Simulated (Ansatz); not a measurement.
AlPH₅F: several calculations on one system

**1. Relaxation**

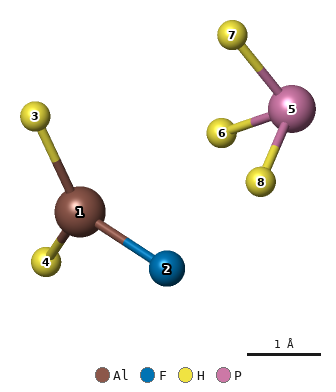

Starting structure of AlPH₅F. The picture is a ball-and-stick view, seen from a free direction.

The run prepares an end point of a later path (reaction) calculation, from a guessed geometry.

Computed with RKS BLYP-D4/6-31G* in Ansatz.

Input file:
```yaml
crystal:
  periodic: [false, false, false]
  atoms:
    - { symbol: Al, position_ang: [0.019299, 0.153192, 0.010277] }
    - { symbol: F, position_ang: [-0.077099, 0.397545, 1.675667] }
    - { symbol: H, position_ang: [1.463972, 0.177452, -0.648696] }
    - { symbol: H, position_ang: [-1.351051, -0.002891, -0.775126] }
    - { symbol: P, position_ang: [0.179229, -3.076674, 1.294446] }
    - { symbol: H, position_ang: [-0.670461, -2.924966, 0.144189] }
    - { symbol: H, position_ang: [1.377897, -2.795374, 0.554942] }
    - { symbol: H, position_ang: [0.015715, -1.727884, 1.735902] }
basis:
  gaussian: { orbitals: "6-31G*" }
hamiltonian:
  xc: blyp
  dispersion: d4
relax:
  f_tol: 0.03
  max_steps: 50
```

Launched with:
```bash
ansatz run input.yaml --threads 1 --pin off --max-ram 2048MiB --backend cpu --events-out ev --progress --plain --runs-dir out
```

Predict the outcome.

Answer. The energy falls by 4.16 kJ/mol in 8 accepted moves (9 points after the start). The largest force component goes from 0.23 to 0.0072 eV/Å. The line search rejected the trial step at point 8 of the run. The forces were under the threshold at step 6, but the run went on from there. The atom that moves furthest after the best rigid fit is H8 (0.31 Å). By element the largest moves are H 0.31 Å, F 0.22 Å, P 0.14 Å, Al 0.05 Å. Near-neighbour distances that change, for instance: Al1–P5 3.479 → 3.446 Å, Al1–F2 1.686 → 1.677 Å, P5–H8 1.429 → 1.436 Å.

Final geometry:

```xyz
8

Al    0.0287    0.1029    0.0195
F    -0.1267    0.6040    1.6120
H     1.4968    0.0661   -0.5919
H    -1.3134   -0.1446   -0.7978
P     0.2138   -3.1391    1.1713
H    -0.7337   -2.7238    0.1719
H     1.3432   -2.6182    0.4522
H     0.0487   -1.9469    1.9543
```

After the run, drawn alike:

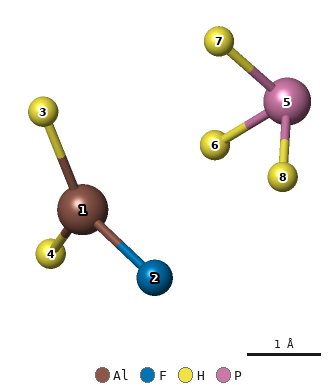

**2. Relaxation**

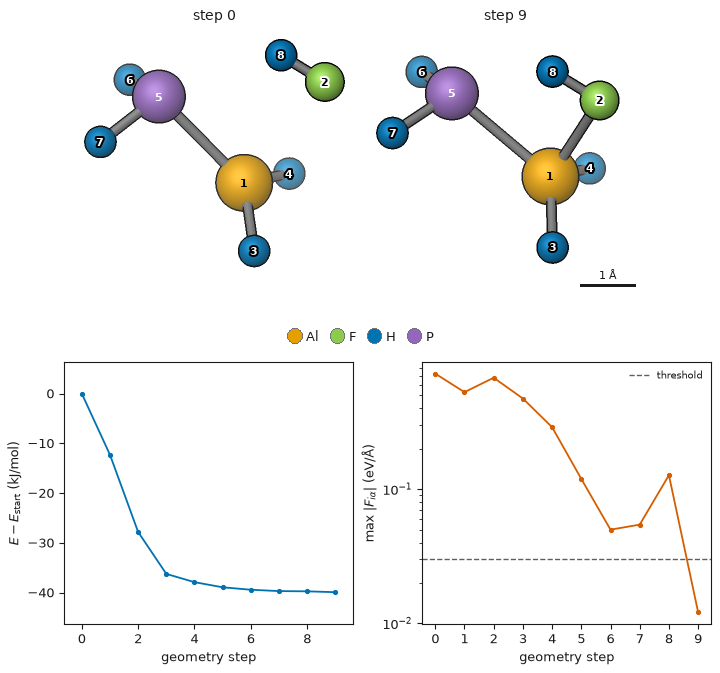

First and last geometry of a relaxation of AlPH5F, with the history of the run. The picture is a ball-and-stick view, seen at a tilt.

The run prepares an end point of a later path (reaction) calculation, from a guessed geometry.

The calculation used RKS BLYP-D4/6-31G* (Ansatz 0.2.0). Set-up: no spin polarisation; force threshold 0.03 eV/Å; at most 50 steps.

Read the history and describe the run.

It converged. The largest move after the best rigid fit is that of F2, 0.56 Å. By element the largest moves are F 0.56 Å, H 0.54 Å, Al 0.34 Å, P 0.08 Å. Near-neighbour distances that change, for instance: Al1–F2 2.878 → 2.022 Å, Al1–H8 2.951 → 2.291 Å, P5–H8 2.621 → 2.060 Å, Al1–P5 2.301 → 2.411 Å. New bonds form, among them: Al1–F2 (2.88 → 2.02 Å). Among the angles between lasting bonds that change: Al1–P5–H7 100.4° → 108.7°, Al1–P5–H6 101.1° → 108.5°, H6–P5–H7 96.4° → 100.1°. Over 9 geometry steps the energy falls by 39.9 kJ/mol. The largest force component goes from 0.73 to 0.012 eV/Å. Cost: 24 s on 1 thread of Intel(R) Xeon(R) Platinum 8259CL CPU @ 2.50GHz (Skylake/Cascade Lake), with other jobs on the host, peak memory 0.15 GiB.

```json
{"step": "0", "E − E(0), kJ/mol": "0.00", "largest force component, eV/Å": "0.7270"}
{"step": "1", "E − E(0), kJ/mol": "-12.30", "largest force component, eV/Å": "0.5292"}
{"step": "2", "E − E(0), kJ/mol": "-27.83", "largest force component, eV/Å": "0.6781"}
{"step": "3", "E − E(0), kJ/mol": "-36.25", "largest force component, eV/Å": "0.4743"}
{"step": "4", "E − E(0), kJ/mol": "-37.91", "largest force component, eV/Å": "0.2901"}
{"step": "5", "E − E(0), kJ/mol": "-38.95", "largest force component, eV/Å": "0.1193"}
{"step": "6", "E − E(0), kJ/mol": "-39.44", "largest force component, eV/Å": "0.0499"}
{"step": "7", "E − E(0), kJ/mol": "-39.71", "largest force component, eV/Å": "0.0544"}
{"step": "8", "E − E(0), kJ/mol": "-39.76", "largest force component, eV/Å": "0.1272"}
{"step": "9", "E − E(0), kJ/mol": "-39.93", "largest force component, eV/Å": "0.0121"}
```

Limits of the set-up: the start holds two separate molecules, 2.6 Å apart at their closest, whose relative position is a soft coordinate.

**3. Path**

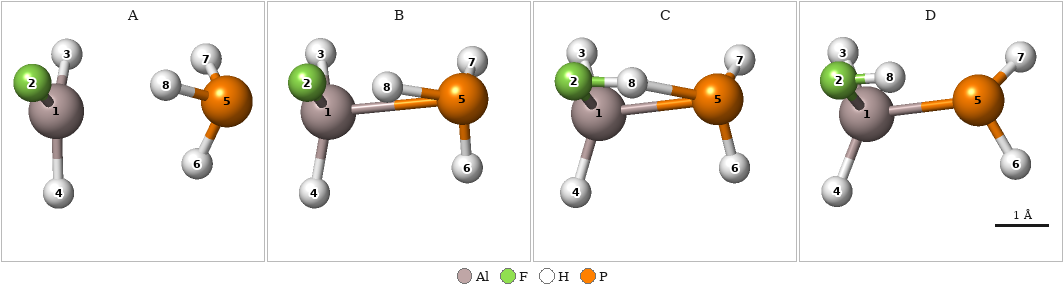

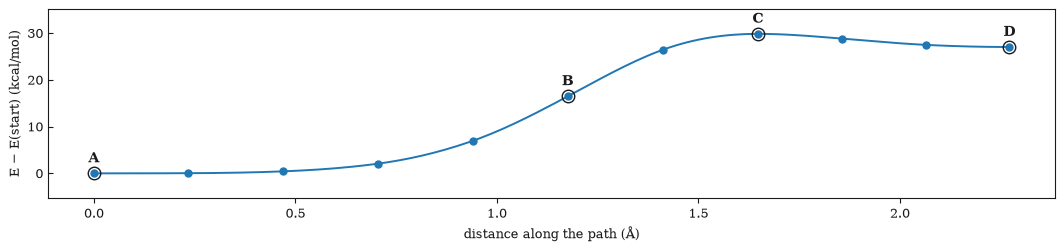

A search for the minimum-energy path of AlPH$_{5}$F, made up at the start of AlH2F and PH₃ by the nudged elastic band. Images are numbered from 0 (start) to 10 (end). Frames A to D are images 0, 5, 7, 10. Style: ball-and-stick. Shown at a tilt.

Computed with RKS BLYP-D4/6-31G* (Ansatz 0.2.0). Run with 9 movable images; climbing image; force threshold 0.05 eV/Å; iteration limit 60; starting path through a guess of the saddle point.

Read off the barrier and say what moves.

Answer. Breaking: P5–H8 (1.44 → 1.82 at the top → 2.06 Å). Forming: Al1–P5 (3.45 → 2.56 at the top → 2.41 Å), F2–H8 (2.58 → 1.12 at the top → 1.02 Å). Forward barrier 29.9 kcal/mol, backward barrier 2.8 kcal/mol, with image 7 at the top; the reaction energy is +27.0 kcal/mol. The band is converged. At the top, the vibrational analysis gives one imaginary mode (577i cm⁻¹), as a transition state must have.

Limits of the set-up: the start holds two separate molecules, 2.6 Å apart at their closest, whose relative position is a soft coordinate.
